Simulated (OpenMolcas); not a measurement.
**Multiconfigurational calculation for La**

- system: La.
- method: state-averaged CASSCF, active space 3 electrons in the shells 5d 6s, basis ANO-R0, X2C scalar Hamiltonian, spin-orbit coupling by RASSI with atomic mean-field integrals (OpenMolcas)

**Output (extracts)**
```
--- SEWARD ---
Basis set label: LA.ANO-R...6S4P3D.

      Electronic valence basis set:
      ------------------
      Associated Effective Charge  57.000000 au
      Associated Actual Charge     57.000000 au
      Nuclear Model: Finite nucleus - Gaussian distribution
        Gaussian exponent, Xi/bohr**(-2):  1.74905E+08

      Shell  nPrim  nBasis  Cartesian Spherical Contaminant
         s      25       6        X
         p      18       4        X
         d      14       3                 X
                  Relativistic X2C integrals
                  Atomic mean-field integrals
--- RASSCF ---
Wave function specifications:
      -----------------------------

      Number of closed shell electrons          54
      Number of electrons in active shells       3
      Max number of holes in RAS1 space          0
      Max nr of electrons in RAS3 space          0
      Number of inactive orbitals               27
      Number of active orbitals                  6
      Number of secondary orbitals               0
      Spin quantum number                      1.5
      State symmetry                             1
Orbital specifications:
      -----------------------

      Symmetry species                           1   2
                                                ag  au
      Frozen orbitals                            0   0
      Inactive orbitals                         15  12
      Active orbitals                            6   0
      RAS1 orbitals                              0   0
      RAS2 orbitals                              6   0
      RAS3 orbitals                              0   0
      Secondary orbitals                         0   0
      Deleted orbitals                           0   0
      Number of basis functions                 21  12
      Number of CSFs                            20
      Number of root(s) required                10
      Iter CI   SX   CI       RASSCF       Energy    max ROT     max BLB   max BLB  Level Ln srch  Step   QN
          iter iter root      energy       change     param      element    value   shift minimum  type update
 Nr of preliminary CI iterations:   1
      Total energies have been shifted. Add                -8000.00 au
        1   1    3    0  -489.21629377    0.00E+00  -1.27E-02   15  21 1  1.98E-02*  0.00   0.00    SX    NO
        2   1    3    0  -489.21659684   -3.03E-04* -1.30E-03   15  21 1  2.02E-03*  0.00   0.00    SX    NO
        3   1    3    0  -489.21659979   -2.95E-06* -1.42E-04   15  21 1  2.21E-04*  0.00   0.00    SX    NO
        4   1    2    0  -489.21659982   -3.62E-08* -1.58E-05   15  21 1  2.46E-05   0.00   0.00    SX    NO
        5   1    2    0  -489.21659982   -4.51E-10  -1.97E-06   15  21 1  2.73E-06   0.00   1.12    QN   YES
      Convergence after  5 iterations
        6   1    2    0  -489.21659982    0.00E+00  -1.97E-06    9  21 1  5.36E-10   0.00   1.12    QN   YES
      Natural orbitals and occupation numbers for root  1
      sym 1:  -0.000000   0.784334   0.784334   0.215666   0.215666   1.000000
      Natural orbitals and occupation numbers for root  2
      sym 1:   0.991688   0.000000   0.008312   0.991688   0.008312   1.000000
      Natural orbitals and occupation numbers for root  3
      sym 1:   0.000000   0.883974   0.116026   0.116026   0.883974   1.000000
::    RASSCF root number  1 Total energy:  -8489.22709419
::    RASSCF root number  2 Total energy:  -8489.22709419
::    RASSCF root number  3 Total energy:  -8489.22709419
::    RASSCF root number  4 Total energy:  -8489.22709419
::    RASSCF root number  5 Total energy:  -8489.22709419
::    RASSCF root number  6 Total energy:  -8489.22709419
::    RASSCF root number  7 Total energy:  -8489.22709419
::    RASSCF root number  8 Total energy:  -8489.19211298
::    RASSCF root number  9 Total energy:  -8489.19211298
::    RASSCF root number 10 Total energy:  -8489.19211298
--- RASSCF ---
Wave function specifications:
      -----------------------------

      Number of closed shell electrons          54
      Number of electrons in active shells       3
      Max number of holes in RAS1 space          0
      Max nr of electrons in RAS3 space          0
      Number of inactive orbitals               27
      Number of active orbitals                  6
      Number of secondary orbitals               0
      Spin quantum number                      0.5
      State symmetry                             1
Orbital specifications:
      -----------------------

      Symmetry species                           1   2
                                                ag  au
      Frozen orbitals                            0   0
      Inactive orbitals                         15  12
      Active orbitals                            6   0
      RAS1 orbitals                              0   0
      RAS2 orbitals                              6   0
      RAS3 orbitals                              0   0
      Secondary orbitals                         0   0
      Deleted orbitals                           0   0
      Number of basis functions                 21  12
      Number of CSFs                            70
      Number of root(s) required                12
      Iter CI   SX   CI       RASSCF       Energy    max ROT     max BLB   max BLB  Level Ln srch  Step   QN
          iter iter root      energy       change     param      element    value   shift minimum  type update
 Nr of preliminary CI iterations:   1
      Total energies have been shifted. Add                -8000.00 au
        1   1    3    0  -489.23230897    0.00E+00   5.14E-03   14  16 1  5.36E-03*  0.00   0.00    SX    NO
        2   1    3    0  -489.23236870   -5.97E-05* -8.17E-04   15  21 1 -8.21E-04*  0.00   0.00    SX    NO
        3   1    3    0  -489.23236950   -8.01E-07* -1.21E-04   15  21 1 -1.22E-04*  0.00   0.00    SX    NO
        4   1    2    0  -489.23236952   -1.71E-08*  1.78E-05   15  21 1 -1.79E-05   0.00   0.00    SX    NO
        5   1    2    0  -489.23236952   -3.60E-10   3.06E-06   15  21 1 -2.62E-06   0.00   1.19    QN   YES
      Convergence after  5 iterations
        6   1    2    0  -489.23236952   -1.46E-11   3.06E-06    9  21 1 -1.17E-09   0.00   1.19    QN   YES
      Natural orbitals and occupation numbers for root  1
      sym 1:   0.009945   0.014556   0.001832   0.987596   0.015108   1.970963
      Natural orbitals and occupation numbers for root  2
      sym 1:   0.001346   0.013785   0.011633   0.013906   0.989131   1.970199
      Natural orbitals and occupation numbers for root  3
      sym 1:   0.001586   0.988338   0.010652   0.014183   0.014647   1.970594
::    RASSCF root number  1 Total energy:  -8489.27899920
::    RASSCF root number  2 Total energy:  -8489.27899920
::    RASSCF root number  3 Total energy:  -8489.27899920
::    RASSCF root number  4 Total energy:  -8489.27899920
::    RASSCF root number  5 Total energy:  -8489.27899920
::    RASSCF root number  6 Total energy:  -8489.19906260
::    RASSCF root number  7 Total energy:  -8489.19906260
::    RASSCF root number  8 Total energy:  -8489.19906260
::    RASSCF root number  9 Total energy:  -8489.19906260
::    RASSCF root number 10 Total energy:  -8489.19906260
::    RASSCF root number 11 Total energy:  -8489.19906260
::    RASSCF root number 12 Total energy:  -8489.19906260
--- RASSI ---
SPIN-FREE ENERGIES:
  (Shifted by EMIN (a.u.) =      -8489.2789991976)

 SF State       Relative EMIN(au)   Rel lowest level(eV)    D:o, cm**(-1)      L_eff

    11             0.0000000000        0.0000000000              0.0000         2.0
    12             0.0000000000        0.0000000000              0.0000         2.0
    13             0.0000000000        0.0000000000              0.0000         2.0
    14             0.0000000000        0.0000000000              0.0000         2.0
    15             0.0000000000        0.0000000000              0.0000         2.0
     6             0.0519050116        1.4124073180          11391.8333         3.0
     7             0.0519050116        1.4124073180          11391.8333         3.0
     1             0.0519050116        1.4124073180          11391.8333         3.0
     2             0.0519050116        1.4124073180          11391.8333         3.0
     3             0.0519050116        1.4124073180          11391.8333         3.0
     4             0.0519050116        1.4124073180          11391.8333         3.0
     5             0.0519050116        1.4124073180          11391.8333         3.0
    16             0.0799365942        2.1751855400          17544.0545         3.0
    17             0.0799365942        2.1751855400          17544.0545         3.0
    18             0.0799365942        2.1751855400          17544.0545         3.0
    19             0.0799365942        2.1751855400          17544.0545         3.0
    20             0.0799365942        2.1751855400          17544.0545         3.0
    21             0.0799365942        2.1751855400          17544.0545         3.0
    22             0.0799365942        2.1751855400          17544.0545         3.0
     8             0.0868862150        2.3642943546          19069.3200         1.0
     9             0.0868862150        2.3642943546          19069.3200         1.0
    10             0.0868862150        2.3642943546          19069.3200         1.0
     Dipole printing threshold changed to   1.00000000E+00
Eigenvalues of complex Hamiltonian:
   -----------------------------------
  (Shifted by EMIN (a.u.) =      -8489.2789991976)

 SO State       Relative EMIN(au)   Rel lowest level(eV)    D:o, cm**(-1)     J-value

     1            -0.0058745855        0.0000000000              0.0000         1.1
     2            -0.0058745855        0.0000000000              0.0000         1.1
     3            -0.0058745855        0.0000000000              0.0000         1.3
     4            -0.0058745855        0.0000000000              0.0000         1.2
     5             0.0038748984        0.2652969719           2139.7644         1.8
     6             0.0038748984        0.2652969719           2139.7644         1.9
     7             0.0038748984        0.2652969719           2139.7644         2.0
     8             0.0038748984        0.2652969719           2139.7644         1.9
     9             0.0038748984        0.2652969719           2139.7644         2.1
    10             0.0038748984        0.2652969719           2139.7644         2.1
    11             0.0438704272        1.3536307541          10917.7683         1.0
    12             0.0438704272        1.3536307541          10917.7683         1.2
    13             0.0438704272        1.3536307541          10917.7683         1.2
    14             0.0438704272        1.3536307541          10917.7683         1.2
    15             0.0468984939        1.4360286452          11582.3521         2.0
    16             0.0468984939        1.4360286452          11582.3521         2.0
    17             0.0468984939        1.4360286452          11582.3521         2.3
    18             0.0468984939        1.4360286452          11582.3521         1.7
    19             0.0468984939        1.4360286452          11582.3521         1.9
    20             0.0468984939        1.4360286452          11582.3521         1.9
    21             0.0515338228        1.5621623702          12599.6892         2.7
    22             0.0515338228        1.5621623702          12599.6892         2.8
    23             0.0515338228        1.5621623702          12599.6892         2.3
    24             0.0515338228        1.5621623702          12599.6892         2.8
    25             0.0515338228        1.5621623702          12599.6892         2.6
    26             0.0515338228        1.5621623702          12599.6892         3.3
    27             0.0515338228        1.5621623702          12599.6892         2.6
    28             0.0515338228        1.5621623702          12599.6892         3.0
    29             0.0579450210        1.7366199606          14006.7846         3.9
    30             0.0579450210        1.7366199606          14006.7846         4.0
    31             0.0579450210        1.7366199606          14006.7846         3.5
    32             0.0579450210        1.7366199606          14006.7846         4.1
    33             0.0579450210        1.7366199606          14006.7846         3.4
    34             0.0579450210        1.7366199606          14006.7846         4.0
    35             0.0579450210        1.7366199606          14006.7846         2.0
    36             0.0579450210        1.7366199606          14006.7846         4.1
    37             0.0579450210        1.7366199606          14006.7846         4.2
    38             0.0579450210        1.7366199606          14006.7846         2.1
    39             0.0749653908        2.1997678189          17742.3240         2.0
    40             0.0749653908        2.1997678189          17742.3240         2.0
    41             0.0749653908        2.1997678189          17742.3240         1.9
Weights of the five most important spin-orbit-free states for each spin-orbit state.

 SO State  Total energy (au)           Spin-free states, spin, and weights
 -------------------------------------------------------------------------------------------------------
    1        -0.005875      12 0.5  0.3883   14 0.5  0.3332   15 0.5  0.1313   11 0.5  0.0944   13 0.5  0.0523
    2        -0.005875      12 0.5  0.3866   14 0.5  0.3328   15 0.5  0.1327   11 0.5  0.0975   13 0.5  0.0501
    3        -0.005875      13 0.5  0.3470   11 0.5  0.3059   15 0.5  0.2696   14 0.5  0.0653   12 0.5  0.0119
    4        -0.005875      13 0.5  0.3503   11 0.5  0.3019   15 0.5  0.2661   14 0.5  0.0684   12 0.5  0.0129
    5         0.003875      15 0.5  0.5853   11 0.5  0.2118   13 0.5  0.1120   12 0.5  0.0823   14 0.5  0.0082
    6         0.003875      15 0.5  0.5806   11 0.5  0.2159   13 0.5  0.1049   12 0.5  0.0872   14 0.5  0.0110
    7         0.003875      14 0.5  0.5846   12 0.5  0.2578   13 0.5  0.1063   11 0.5  0.0399   15 0.5  0.0110
    8         0.003875      14 0.5  0.5802   12 0.5  0.2643   13 0.5  0.1064   11 0.5  0.0390   15 0.5  0.0097
    9         0.003875      13 0.5  0.3855   11 0.5  0.3471   12 0.5  0.2532   14 0.5  0.0073   15 0.5  0.0064
   10         0.003875      13 0.5  0.3844   11 0.5  0.3458   12 0.5  0.2547   14 0.5  0.0081   15 0.5  0.0065
   11         0.043870       6 1.5  0.2087    3 1.5  0.1696    7 1.5  0.1658    5 1.5  0.1604    2 1.5  0.1443
   12         0.043870       3 1.5  0.1730    6 1.5  0.1728    5 1.5  0.1652    2 1.5  0.1474    4 1.5  0.1460
```

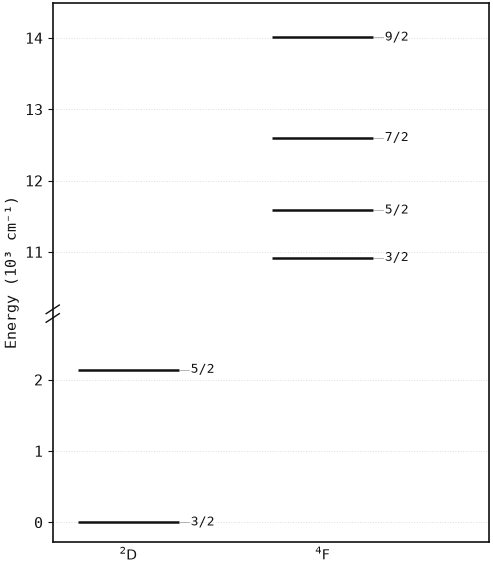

Level diagram of La I (neutral lanthanum). The lowest level is 5d 6s² ²D₃/₂. The first excited level, 5d 6s² ²D₅/₂, lies at 2,140 cm⁻¹. All levels drawn have even parity, so no electric dipole line joins them. The leading LS term holds 100 % of a level on average. The ground level has g = 0.799. Spin-orbit coupling puts the ground level 1,290 cm⁻¹ below the lowest spin-free term.

| Configuration | Level | E (cm⁻¹) | LS purity (%) |
| --- | --- | --- | --- |
| 5d 6s² | ²D₃/₂ | 0 | 100 |
| 5d 6s² | ²D₅/₂ | 2,140 | 100 |
| 5d² 6s | ⁴F₃/₂ | 10,920 | 100 |
| 5d² 6s | ⁴F₅/₂ | 11,580 | 99 |
| 5d² 6s | ⁴F₇/₂ | 12,600 | 99 |
| 5d² 6s | ⁴F₉/₂ | 14,010 | 100 |

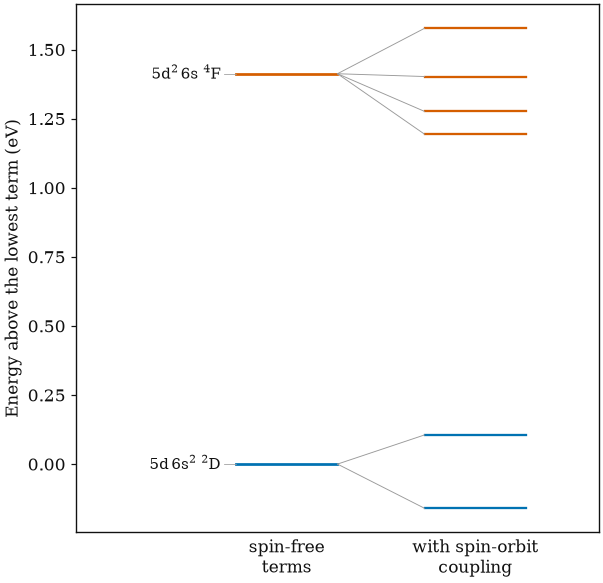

Terms of the La atom without and with spin-orbit coupling; the J values are left off. 5d 6s² ²D (at 0) splits over 0.265 eV into J = 3/2, 5/2 from the bottom up (normal); 5d² 6s ⁴F (at 1.41 eV) splits over 0.383 eV into J = 3/2, 5/2, 7/2, 9/2 from the bottom up (normal). The ground level lies 0.160 eV below the lowest term.

**The input**
```
&GATEWAY
Coord
1

La 0.0 0.0 0.0
Basis=ANO-R0
Group=XYZ
NoMove
AngMom=0.0 0.0 0.0
AMFI
&SEWARD
&RASSCF
FileOrb=start.orb
Symmetry=1
Spin=4
nActEl=3 0 0
Inactive=15 12
Ras2=6 0
CIRoot=10 10 1
SDav=20
CIMx=300
Iter=120 100
PrWF=0.3
OrbListing=Nothing
MaxOrb=0
Atom
>>> COPY $Project.JobIph JOB001
&RASSCF
FileOrb=start.orb
Symmetry=1
Spin=2
nActEl=3 0 0
Inactive=15 12
Ras2=6 0
CIRoot=12 12 1
SDav=70
CIMx=300
Iter=120 100
PrWF=0.3
OrbListing=Nothing
MaxOrb=0
Atom
>>> COPY $Project.JobIph JOB002
&RASSI
NrOfJobIphs=2 10 12
1 2 3 4 5 6 7 8 9 10
1 2 3 4 5 6 7 8 9 10 11 12
IphNames
JOB001
JOB002
EJob
SpinOrbit
DIPRint=1.0
SOCoupling=1000.0
Subsets=2
MEES
Property=10
'ANGMOM' 1 'ANGMOM' 2 'ANGMOM' 3 'MLTPL  1' 1 'MLTPL  1' 2 'MLTPL  1' 3
'AMFI' 1 'AMFI' 2 'AMFI' 3 'MLTPL  2' 6
SOProperty=3
'ANGMOM' 1 'ANGMOM' 2 'ANGMOM' 3
```

The file start.orb holds starting orbitals from an earlier step. A driver script formed the levels outside the program, from RASSI's spin-orbit matrix and the active-space energies, averaged over the components of each term or state.

Run as:
```bash
OMP_NUM_THREADS=1 MOLCAS_MEM=2252 MOLCAS_PROJECT=a pymolcas a.inp > a.log  # once for each step of the input, in one work folder
```

**Summary**

| quantity | value |
| --- | --- |
| outcome | converged |
| lowest level | 5d 6s² ²D₃/₂ |
| first excited level | 5d 6s² ²D₅/₂, 2,140 cm⁻¹ (measured: 1,053) |
| energy of the lowest spin-free term | −8489.27900 hartree |
| energy of the lowest spin-orbit level | −8489.28487 hartree |
| largest spread among components of a term | 0.0 cm⁻¹ |
| hardware | 1 thread of Arm Neoverse V2, 24 GiB of memory available, shared host |
| wall time | 15 s |

**Notes**

Against measured levels the run misses widely: 5d2 6s1 4F J = 3/2 comes out at 10,918 cm⁻¹ where 2,668 cm⁻¹ is measured. Without dynamic correlation the gaps between configurations can be off by an electronvolt or more. Limits: single d shell misplaces d against s configurations; only configurations of the active space are included; spin-free states above about 20,000 cm⁻¹ are left out of the spin-orbit step.
